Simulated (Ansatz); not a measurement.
## Grüneisen parameters and expansion of Sr3SnSe (hypothetical, Pm-3m)

Which modes of Sr3SnSe (hypothetical) drive its thermal expansion? The crystal structure is hypothetical: it was made by swapping elements on a known structure type.

Method: DFT PBEsol, scalar-relativistic, plane waves, PAW, in Ansatz 0.2.0.

## Step 1: The structure

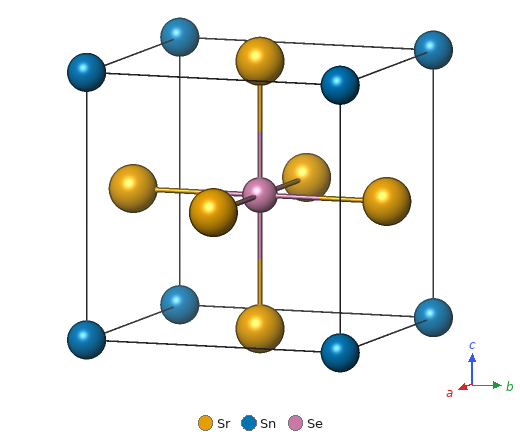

The starting structure, seen slightly off an axis (strontium orange, tin blue, selenium pink). Some periodic images of atoms are drawn too.

## Step 2: Probe on a coarse mesh

A cheap single point shows whether the cell is a metal or an insulator and how far it is from rest; that sets the k-mesh and the occupations of what follows.

File input.yaml:

```yaml
crystal:
  lattice:
    - [5.19641, 0.0, 0.0]
    - [0.0, 5.19641, 0.0]
    - [0.0, 0.0, 5.19641]
  atoms:
    - { symbol: Sr, position: [0.0, 0.5, 0.5] }
    - { symbol: Sr, position: [0.5, 0.0, 0.5] }
    - { symbol: Sr, position: [0.5, 0.5, 0.0] }
    - { symbol: Sn, position: [0.0, 0.0, 0.0] }
    - { symbol: Se, position: [0.5, 0.5, 0.5] }
kpoints:
  mp_grid: { grid: [4, 4, 4] }
hamiltonian:
  xc: pbesol
scf:
  occupations: { method: gaussian, width: 0.1 }
output:
  forces: true
  stress: true
  eigenvalues: true
```

Started as:

```bash
$ ansatz run input.yaml --threads 4 --pin off --max-ram 16384MiB --backend cpu --events-out ev --progress --plain --runs-dir out
```

Numbers of over 12 decimals in the logs are rounded to 6 here.

The program printed:

```text
Engine: ansatz 0.2.0, aarch64-unknown-linux-gnu
Pseudopotentials: kind: paw
Pseudopotential: Sr, paw, valence charge 10, recommended cutoff 420 eV (normal), Sr.paw.azcp
Pseudopotential: Sn, paw, valence charge 14, recommended cutoff 420 eV (normal), Sn.paw.azcp
Pseudopotential: Se, paw, valence charge 16, recommended cutoff 420 eV (normal), Se.paw.azcp
Functional definition: PBEsol
  exchange = pbesol_x
  correlation = pbesol_c
Crystal: 5 atoms, lattice volume = 140.317 Å³
Basis set: ecut = 420 eV, 2777 PW (Γ), exchange–correlation on 72×72×72 points (8 copies of the dense FFT grid, shifted against one another)
Bands: 36, of which v1, the nominal top of the filled ones, is band 30 counted from 1 (29 counted from 0)
Symmetry: 48 space group operations
Space group: Pm-3m (ITA 221), of the structure as read, at distance tolerance 5.2e-5 Å
k-points: 10 of 64
Non-local potential: Sr, projectors of the file, l = 0: 3, l = 1: 2, l = 2: 2
Non-local potential: Sn, projectors of the file, l = 0: 2, l = 1: 2, l = 2: 2, l = 3: 2
Non-local potential: Se, projectors of the file, l = 0: 2, l = 1: 2, l = 2: 3, l = 3: 1
PAW form: soft (Blöchl's): semilocal exchange-correlation on the pseudo side does not see the compensation charge
PAW frozen core: Sr, regenerated for the run's functional, and the local potential with it (the file was generated under x = pbe(κ = 0.804, μ = 0.219515), c = pbe(β = 0.066725))
PAW frozen core: Sn, regenerated for the run's functional, and the local potential with it (the file was generated under x = pbe(κ = 0.804, μ = 0.219515), c = pbe(β = 0.066725))
PAW frozen core: Se, regenerated for the run's functional, and the local potential with it (the file was generated under x = pbe(κ = 0.804, μ = 0.219515), c = pbe(β = 0.066725))
PAW one-centre angular grid: Sr, 110 points (default); XC on 64 Gauss nodes
PAW one-centre angular grid: Sn, 590 points (default); XC on 64 Gauss nodes
PAW one-centre angular grid: Se, 590 points (default); XC on 64 Gauss nodes
Initial density: superposition of atomic densities (neutral atoms: chi_scale 0, normalization atom), corrected by the library's trained network
Initial wavefunctions: pseudopotential atomic-orbital guess
Functional: x = pbesol(κ = 0.804, μ = 0.123457), c = pbesol(β = 0.046)
SCF iter   1: F=—  HF=-21853.413266 eV  |F-HF|=—  |Δ(HF+E_count)|=         —  Δρ=3.87e-3  dr2=4.90e-2  ethr=1.77e-3  ⟨swp⟩=9.5  Hψ=1880  notcnv=0
preconditioner: auto → Resta (q_TF=auto, 2.368 Å⁻¹)  ε∞=2.8  [insulator: Δε(μ)=0.146 eV  Ē_g=15.394 eV  σ=0.100 eV  W_gap=0.68  n_scr=26 (ndim 8)  ℏωp=20.8 eV  f_vac=0.000  D(μ)=0.93/eV (n_scr^D=0)  ε∞_Penn≈2.8]
SCF iter   2: F=—  HF=-21853.398309 eV  |F-HF|=—  |Δ(HF+E_count)|=   1.50e-2  Δρ=1.48e-3  dr2=5.71e-3  ethr=8.17e-5  ⟨swp⟩=2.0  Hψ=565  notcnv=0  defer=2
SCF iter   3: F=—  HF=-21853.396545 eV  |F-HF|=—  |Δ(HF+E_count)|=   1.76e-3  Δρ=5.25e-4  dr2=4.26e-4  ethr=9.52e-6  ⟨swp⟩=2.1  Hψ=654  notcnv=0  defer=6
SCF iter   4: F=—  HF=-21853.396480 eV  |F-HF|=—  |Δ(HF+E_count)|=   6.43e-5  Δρ=2.28e-4  dr2=5.09e-5  ethr=7.09e-7  ⟨swp⟩=2.0  Hψ=428  notcnv=0  defer=6
SCF iter   5: F=—  HF=-21853.396479 eV  |F-HF|=—  |Δ(HF+E_count)|=   1.82e-6  Δρ=2.30e-5  dr2=6.52e-7  ethr=8.48e-8  ⟨swp⟩=2.9  Hψ=627  notcnv=0  defer=6
SCF iter   6: F=-21853.396479 eV  HF=-21853.396479 eV  |F-HF|=1.38e-8  |Δ(HF+E_count)|=   1.57e-7  Δρ=5.79e-6  dr2=3.91e-8  ethr=1.67e-10  ⟨swp⟩=11.1  Hψ=1743  notcnv=0
SCF 1 converged in 6 iterations: F = -21853.396479 eV  dr2 = 3.91e-8
  greatest PAW one-centre occupation: 1.000 electrons in one spin orbital (limit 2), on the Se atom at site 4 (counted from 0), in its partial waves of l = 2
SCF converged after 6 iterations
Free energy (F): -21853.396479 eV
Harris-Foulkes:  -21853.396479 eV  (|F-HF|=1.38e-8)
Internal energy: -21853.391997 eV  (E = F + TS)
E sigma→0 (E₀):  -21853.394238 eV
Entropy (-TS):   -0.004482 eV (-0.896 meV/atom)
Fermi energy:    10.016040 eV
--- Per-component energies (eV) ---
  E_band       = -682.886456
  E_kinetic    = 1068.763460
  E_local      = -5800.173032  (includes V_loc(G=0)·N_el)
  E_nonlocal   = -14.197205
  E_hartree    = 2507.662228
  E_xc         = -1007.691044
  E_vxc        = -693.098206  (∫ρ·V_xc dr)
  E_paw        = -13865.590737  (= ΣΔE_a)
  E_vpaw       = -259.498677  (= ΣTr[D̂ρ^β])
  E_aug_tail   = -0.000650  (compensation charges beyond the density's cutoff)
  E_ewald      = -4743.861350
  E_core_change = 1.696332  (= ΣΔE_core)
  E_smearing   = -0.004482  (= −TS)
  E_closure    = 0.000000  (closes the sum)
  Σ components = -21853.396479   (vs F -21853.396479, Δ=0.00e0)
--- Forces (eV/Å), atoms counted from 1 ---
  atom   1  Sr     0.00000000     0.00000000     0.00000000
  atom   2  Sr    -0.00000000    -0.00000000    -0.00000000
  atom   3  Sr    -0.00000000    -0.00000000     0.00000000
  atom   4  Sn    -0.00000000     0.00000000    -0.00000000
  atom   5  Se     0.00000000    -0.00000000     0.00000000
  max |Σ_I F_I| component: 8.68e-30 eV/Å
--- Stress (GPa, compression-positive) ---
       17.170306      -0.000000       0.000000
        0.000000      17.170306       0.000000
        0.000000       0.000000      17.170306
  P = ⅓ Tr σ = 17.1703 GPa (171.703 kbar)
--- Band table (eV; the first three rows and the last of 10) ---
  k-point 0: bands = [... 26 lower, 7.3618, 9.9613, 9.9613, 9.9613, 10.2016, 10.2016, 10.5174, 10.5174, ... 2 higher]
  k-point 1: bands = [... 26 lower, 7.1695, 8.5013, 9.5435, 9.5435, 10.1035, 10.6885, 11.2739, 11.5677, ... 2 higher]
  k-point 2: bands = [... 26 lower, 7.0101, 7.5490, 9.3322, 9.3322, 10.2771, 11.4657, 12.4293, 12.7609, ... 2 higher]
  k-point 9: bands = [... 26 lower, 4.4178, 9.2072, 9.2072, 9.2072, 11.5731, 11.5731, 11.5731, 12.8854, ... 2 higher]
```

It took 1.6 s on 4 threads of Arm Neoverse V1, shared host; peak memory 0.45 GiB.

A gap read on the k-mesh alone can miss the band edges.

This step gave:

```
pressure          : 17.17 GPa
volume per atom   : 28.06 Å³
gap on the k-mesh : 0.1422 eV
```

The start is under 17 GPa at this level and looks like an insulator or semiconductor on this mesh.

## Step 3: A loose first relaxation

The start is far from rest, so a relaxation with loose thresholds first brings it near the minimum.

input.yaml: that of step 2 with these lines changed.

```diff
@@ -21 +21,6 @@
   eigenvalues: true
+relax:
+  adjacent_minimum: "off"
+  f_tol: 0.05
+  max_steps: 80
+  cell: { stress_tol: 0.5 }
```

The program printed:

```text
[...]
Crystal: 5 atoms, lattice volume = 140.317 Å³
Basis set: ecut = 420 eV, 2777 PW (Γ), exchange–correlation on 72×72×72 points (8 copies of the dense FFT grid, shifted against one another)
Bands: 36, of which v1, the nominal top of the filled ones, is band 30 counted from 1 (29 counted from 0)
Symmetry: 48 space group operations
[...]
k-points: 10 of 64
[...]
SCF iter   1: F=—  HF=-21853.413266 eV  |F-HF|=—  |Δ(HF+E_count)|=         —  Δρ=3.87e-3  dr2=4.90e-2  ethr=1.77e-3  ⟨swp⟩=9.5  Hψ=1880  notcnv=0
[...]
SCF iter   6: F=-21853.396479 eV  HF=-21853.396479 eV  |F-HF|=1.38e-8  |Δ(HF+E_count)|=   1.57e-7  Δρ=5.79e-6  dr2=3.91e-8  ethr=1.67e-10  ⟨swp⟩=11.1  Hψ=1743  notcnv=0
SCF 1 converged in 6 iterations: F = -21853.396479 eV  dr2 = 3.91e-8
[...]
relax step   1: F+E_penalty+E_count = -21853.39647873 eV  Δ(F+E_penalty+E_count) = +0.000e0 eV  max|allowed force component| = 2.030e-29 eV/Å  Δτ_max = 0.0000 Å  P = +17.170 GPa  Ω = 140.317 Å³  (6 SCF iters, dr2 threshold 1.00e-7 eV, accepted)
Crystal: 5 atoms, lattice volume = 161.855 Å³
Basis set: ecut = 420 eV, 3119 PW (Γ), exchange–correlation on 72×72×72 points (8 copies of the dense FFT grid, shifted against one another)
[...]
iter 1 solved again at ethr=2.16e-4 eV; its pass at ethr=3.10e-3 eV (dr2=1.30e-1 eV) is discarded
[...]
SCF iter   8: F=-21854.902833 eV  HF=-21854.902833 eV  |F-HF|=4.21e-8  |Δ(HF+E_count)|=   3.40e-7  Δρ=5.10e-6  dr2=4.60e-8  ethr=8.33e-10  ⟨swp⟩=10.7  Hψ=1903  notcnv=0
SCF 2 converged in 8 iterations: F = -21854.902833 eV  dr2 = 4.60e-8
relax step   2: F+E_penalty+E_count = -21854.90283314 eV  Δ(F+E_penalty+E_count) = -1.506e0 eV  max|allowed force component| = 5.818e-30 eV/Å  Δτ_max = 0.0000 Å  P = +6.425 GPa  Ω = 161.855 Å³  energy of the carried Pulay correction = -1.354e-3 eV  (8 SCF iters, dr2 threshold 5.00e-7 eV, accepted)
Crystal: 5 atoms, lattice volume = 178.160 Å³
Basis set: ecut = 420 eV, 3431 PW (Γ), exchange–correlation on 72×72×72 points (8 copies of the dense FFT grid, shifted against one another)
[...]
SCF iter   8: F=-21855.304106 eV  HF=-21855.304106 eV  |F-HF|=5.31e-9  |Δ(HF+E_count)|=   2.84e-7  Δρ=1.68e-6  dr2=9.78e-9  ethr=3.01e-10  ⟨swp⟩=4.9  Hψ=1359  notcnv=0
SCF 3 converged in 8 iterations: F = -21855.304106 eV  dr2 = 9.78e-9
relax step   3: F+E_penalty+E_count = -21855.30410571 eV  Δ(F+E_penalty+E_count) = -4.013e-1 eV  max|allowed force component| = 3.095e-29 eV/Å  Δτ_max = 0.0000 Å  P = +1.842 GPa  Ω = 178.160 Å³  energy of the carried Pulay correction = -2.258e-3 eV  (8 SCF iters, dr2 threshold 5.00e-7 eV, accepted)
[...]
relax step   4: F+E_penalty+E_count = -21855.35425661 eV  Δ(F+E_penalty+E_count) = -5.015e-2 eV  max|allowed force component| = 1.078e-29 eV/Å  Δτ_max = 0.0000 Å  P = +0.381 GPa  Ω = 185.674 Å³  energy of the carried Pulay correction = -2.645e-3 eV  (6 SCF iters, dr2 threshold 5.00e-7 eV, accepted)
Basis set: ecut = 420 eV, 3695 PW (Γ), exchange–correlation on 80×80×80 points (8 copies of the dense FFT grid, shifted against one another)
[...]
SCF iter   5: F=-21855.357540 eV  HF=-21855.357540 eV  |F-HF|=6.95e-10  |Δ(HF+E_count)|=   7.25e-9  Δρ=1.03e-6  dr2=2.43e-9  ethr=8.33e-12  ⟨swp⟩=6.3  Hψ=1348  notcnv=0
SCF 5 converged in 5 iterations: F = -21855.357540 eV  dr2 = 2.43e-9
relax step   5: F+E_penalty+E_count = -21855.35754027 eV  Δ(F+E_penalty+E_count) = -3.284e-3 eV  max|allowed force component| = 2.340e-30 eV/Å  Δτ_max = 0.0000 Å  P = +0.405 GPa  Ω = 185.674 Å³  stress off target by 4.05e-1 GPa  SCF on the basis re-selected at this cell (its energy is not comparable with the rows above)  (5 SCF iters)
basis re-selected at this cell: Δ(F+E_penalty+E_count) = -3.284e-3 eV, ΔP = +0.024 GPa vs the last step (what re-selecting the basis moved, of the pressure what is left beyond the Pulay correction that the steps carried, after the strain that the cell walked since its last selection, with what the two solves' SCF thresholds leave and, on support functions, any second-order correction that the steps lacked; it is no measure of the basis error at this ecutwfc). The dense FFT grid was sized anew with the basis: this SCF ran on 40×40×40 points, the steps before it on 36×36×36, so part of this shift can come from that change (see relax.cell in the input reference). [rest of the remark cut]
SCF converged after 5 iterations
Free energy (F): -21855.357540 eV
[...]
Internal energy: -21855.350047 eV  (E = F + TS)
E sigma→0 (E₀):  -21855.353794 eV
Entropy (-TS):   -0.007494 eV (-1.499 meV/atom)
Fermi energy:    7.423370 eV
[...]
--- Stress (GPa, compression-positive) ---
        0.404943      -0.000000       0.000000
       -0.000000       0.404943       0.000000
        0.000000       0.000000       0.404943
  P = ⅓ Tr σ = 0.4049 GPa (4.049 kbar)
--- Band table (eV; the first three rows and the last of 10) ---
  k-point 0: bands = [... 26 lower, 3.7741, 7.4390, 7.4390, 7.4522, 7.4522, 7.4522, 7.4656, 7.4656, ... 2 higher]
  k-point 1: bands = [... 26 lower, 3.6915, 5.7642, 6.8592, 6.8592, 7.5823, 7.8155, 7.8917, 8.5314, ... 2 higher]
  k-point 2: bands = [... 26 lower, 3.6146, 5.0711, 6.6672, 6.6672, 7.7249, 8.4479, 8.5371, 9.4917, ... 2 higher]
  k-point 9: bands = [... 26 lower, 2.1027, 6.2958, 6.2958, 6.2958, 8.3716, 8.3716, 8.3716, 9.6836, ... 2 higher]
--- Relaxed structure (4 steps of the walk, 4 accepted, 1 SCFs on fresh bases) ---
  F+E_penalty+E_count = -21855.35754027 eV   max|allowed force component| = 2.340e-30 eV/Å   (the final SCF, on the basis selected at the relaxed cell)
  cell:  # Å, volume = 185.6739 Å³
    - [5.704929, 0, 0]
    - [0, 5.704929, 0]
    - [0, 0, 5.704929]
  atoms:
    - { symbol: Sr, position: [0, 0.5, 0.5] }
    - { symbol: Sr, position: [0.5, 0, 0.5] }
    - { symbol: Sr, position: [0.5, 0.5, 0] }
    - { symbol: Sn, position: [0, 0, 0] }
    - { symbol: Se, position: [0.5, 0.5, 0.5] }
```

The job ended after 5.8 s (4 threads; peak memory 0.53 GiB; 21 s of CPU time).

The steps of the relaxation:

```
step  energy less that of the first step (eV)  largest force component (eV/Å)  pressure (GPa)  volume (Å³)
   1                                   0.0000                          0.0000           17.17       140.32
   2                                  -1.5064                          0.0000            6.42       161.86
   3                                  -1.9076                          0.0000            1.84       178.16
   4                                  -1.9578                          0.0000            0.38       185.67
  5*                                  -1.9611                          0.0000            0.40       185.67
```

Relaxation steps marked * repeat the geometry before them on a plane-wave basis chosen anew for their cell, so energy and pressure can jump there.

Forces are held to the 48 operations that the run works with; a distortion that breaks them can't arise in this run.

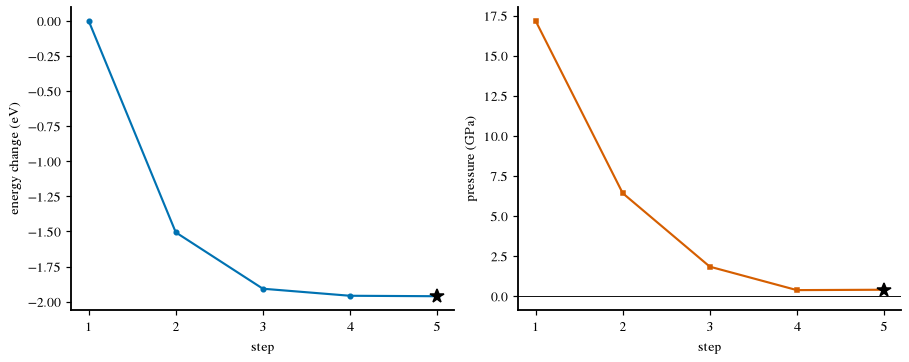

Energy and pressure along the relaxation. Stars mark steps on a basis chosen anew.

| conventional cell, symmetrised | before | after | change |
| --- | --- | --- | --- |
| a (Å) | 5.196 | 5.705 | +9.8 % |
| b (Å) | 5.196 | 5.705 | +9.8 % |
| c (Å) | 5.196 | 5.705 | +9.8 % |
| volume (Å³/atom) | 28.06 | 37.13 | +32.3 % |

Final coordinates:

```xyz
5
Lattice="5.7049 0.0000 0.0000 0.0000 5.7049 0.0000 0.0000 0.0000 5.7049" Properties=species:S:1:pos:R:3 pbc="T T T"
Sr    0.0000    2.8525    2.8525
Sr    2.8525    0.0000    2.8525
Sr    2.8525    2.8525    0.0000
Sn    0.0000    0.0000    0.0000
Se    2.8525    2.8525    2.8525
```

This step gave:

```yaml
pressure: 0.4049 GPa
volume_per_atom: 37.13 Å³
gap_on_the_k_mesh: 0 eV
```

The relaxation ends with a pressure of 0.40 GPa.

(Part 1 of 4 ends here.)

[Logs are printed without paths, hosts, clocks, repeated set-up lines and the standing remarks that a program may print on its own settings, such as how far it seeks lower states.]

[Hosts, paths, dates, database ids (printed as entryN), source tags and the programs' standing remarks are cut or masked in the printed files.]

[A step with changed settings may run another functional than the one named; its input shows which.]

[Of the runs on displaced cells, only some may be shown.]
